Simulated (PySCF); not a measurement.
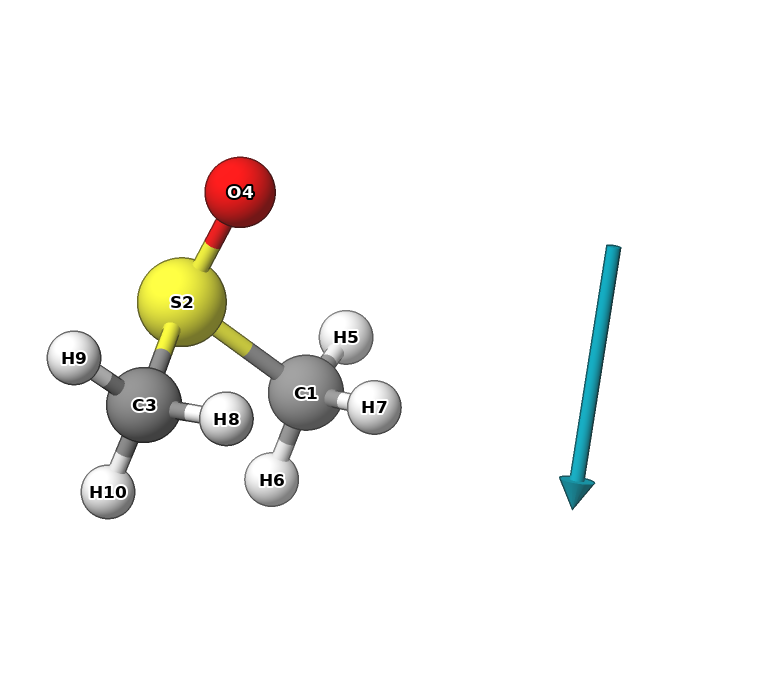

The arrow beside the molecule shows the direction of the dipole moment, from the negative to the positive end (its length means nothing). Computed geometry: PBE0-D3(BJ)/def2-SVP optimisation. No frequency run is at hand to confirm it as a minimum. Level of theory: PBE0/pcSseg-0, gas phase (PySCF 2.14.0).

Question: How large is the dipole moment?

Answer: 4.25 D; it points from the side of O4 to the side of H6, H10 (the outermost atoms at the two ends).
